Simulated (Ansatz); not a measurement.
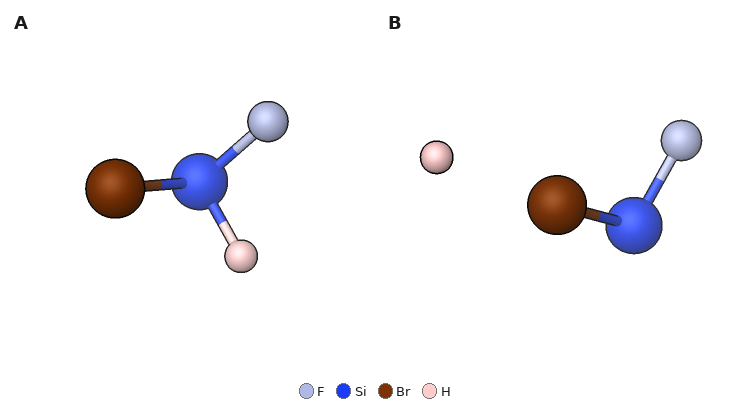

2 stationary structures of one formula. State: charge −1, singlet. Geometries: PBE-D4/def2-SVPD. Electronic energies: PBE-D4/def2-SVPD (Ansatz 0.2.0), without zero-point energy. No frequency run is at hand to confirm each as a minimum.

Which is lowest in energy, and by how much?

A is lowest (C1); B lies 2.892 eV above it (C1).
